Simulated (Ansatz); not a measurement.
# BNH2F (SMILES N[B]F) at UMP2/STO-3G

What is the vertical ionisation energy of BNH2F at UMP2/STO-3G? 

The calculation is run with Ansatz 0.2.0.

78 further runs of the same task are left out: 78 set aside as unsound or not needed.

### Step 1. The system as given

BNH2F: 5 atoms, total charge 0, spin state doublet. As SMILES, `N[B]F`. Geometry: relaxed at PBE0-D4/def2-TZVP. This is one conformer, not always the lowest.

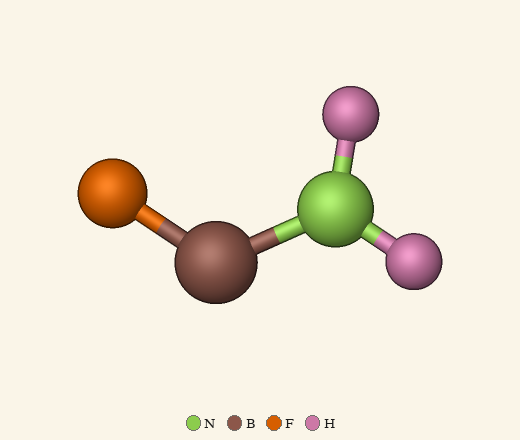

The structure, seen from a chosen angle (nitrogen green, boron brown, fluorine orange, hydrogen pink).

### Step 2. The energy at UMP2/STO-3G

job.yaml reads:

```yaml
crystal:
  periodic: [false, false, false]
  atoms:
    - {symbol: "N", position_ang: [-0.315200, 0.284600, -0.298300]}
    - {symbol: B, position_ang: [0.256800, -0.904700, 0.119300]}
    - {symbol: F, position_ang: [1.186500, -0.957100, 1.060600]}
    - {symbol: H, position_ang: [-1.019600, 0.322000, -1.012000]}
    - {symbol: H, position_ang: [-0.058500, 1.181700, 0.088900]}
basis:
  gaussian:
    orbitals: STO-3G
magnetization:
  spin_polarized: true
  initial_magnetization: 1
correlation:
  method: mp2
  frozen_orbitals: {B: 1, F: 1, H: 0, "N": 1}
accuracy: high
```

Started as:

```console
$ ansatz run job.yaml --threads 1 --pin off --max-ram 2610MiB --events-out events.jsonl --progress --plain --runs-dir runs
```

The log of the run:

```text
Warning: RAYON_NUM_THREADS=1 ignored (pool sized by the plan → 1); use --threads N
Functional definition: HF
  name "HF"
  exchange = exact_x
  correlation = 0
295 factors; integrals over basis functions are off by at most 4.6e-8 eV
mean field evaluation 1: about -4823.4932 eV, gradient 1.3e1 eV
mean field evaluation 2: about -4823.5764 eV, gradient 1.3e1 eV
mean field evaluation 4: about -4825.2171 eV, gradient 1.7e0 eV
mean field evaluation 8: about -4825.2695 eV, gradient 1.9e-2 eV
mean field -4825.26953428 eV, -177.3253846997 hartree, gradient 9.8e-9 eV, S^2 0.754687; 0 other end points of the search recorded, 0 dependent functions left out
3 core orbitals not correlated: weight in the atoms' cores, before any rotation towards them, 1.000 or more for the frozen orbitals, at most 0.000 for the correlated occupied ones
reference -4825.26953428 eV, -177.3253846997 hartree; 9, 8 occupied and 5, 6 virtual orbitals, 295 factors
second order -2.58294980 eV of doubles, -0.00000000 eV of singles
Total energy: -4827.85248408 eV, -177.4203063539 hartree
```

Run time: 0.08 s. Hardware: 1 thread of Arm Neoverse V2, shared host.

### Step 3. The singlet cation, same level

input.yaml reads:

```yaml
crystal:
  periodic: [false, false, false]
  atoms:
    - {symbol: "N", position_ang: [-0.315200, 0.284600, -0.298300]}
    - {symbol: B, position_ang: [0.256800, -0.904700, 0.119300]}
    - {symbol: F, position_ang: [1.186500, -0.957100, 1.060600]}
    - {symbol: H, position_ang: [-1.019600, 0.322000, -1.012000]}
    - {symbol: H, position_ang: [-0.058500, 1.181700, 0.088900]}
basis:
  gaussian:
    orbitals: STO-3G
total_charge: 1
correlation:
  method: mp2
  frozen_orbitals: {B: 1, F: 1, H: 0, "N": 1}
accuracy: high
```

Started as:

```console
$ ansatz run input.yaml --threads 1 --pin off --max-ram 2610MiB --events-out events.jsonl --progress --plain --runs-dir runs
```

The log of the run:

```text
Warning: RAYON_NUM_THREADS=1 ignored (pool sized by the plan → 1); use --threads N
Functional definition: HF
  name "HF"
  exchange = exact_x
  correlation = 0
295 factors; integrals over basis functions are off by at most 4.6e-8 eV
mean field evaluation 1: about -4815.0860 eV, gradient 3.3e1 eV
mean field evaluation 2: about -4815.1244 eV, gradient 3.3e1 eV
mean field evaluation 4: about -4819.1371 eV, gradient 1.9e0 eV
mean field evaluation 8: about -4819.1575 eV, gradient 6.6e-2 eV
mean field -4819.15750220 eV, -177.1007716637 hartree, gradient 9.5e-9 eV, S^2 0.000000; 0 other end points of the search recorded, 0 dependent functions left out
3 core orbitals not correlated: weight in the atoms' cores, before any rotation towards them, 1.000 or more for the frozen orbitals, at most 0.000 for the correlated occupied ones
reference -4819.15750220 eV, -177.1007716637 hartree; 8, 8 occupied and 6, 6 virtual orbitals, 295 factors
second order -3.61657381 eV of doubles, -0.00000000 eV of singles
Total energy: -4822.77407601 eV, -177.2336782997 hartree
```

It took 0.08 s on 1 thread of Arm Neoverse V2, shared host.

### Step 4. What came out

Level: UMP2/STO-3G, 3 core orbitals frozen.

| quantity | value |
| --- | --- |
| doublet BNH2F: total energy | -177.42031 Eh |
| doublet BNH2F: correlation energy (3 core orbitals frozen) | -94.9 mEh |
| doublet BNH2F: ⟨S²⟩ of the reference determinant | 0.755 |
| singlet cation: total energy | -177.23368 Eh |
| singlet cation: correlation energy (3 core orbitals frozen) | -132.9 mEh |
| vertical ionisation energy (to the singlet cation) | 5.078 eV |

**Reading.** Removing an electron at fixed nuclei costs 5.08 eV (490 kJ/mol). Only the singlet of the ionised species was computed; a triplet could lie lower. In a minimal basis such a difference can be off by several eV, whatever the method.
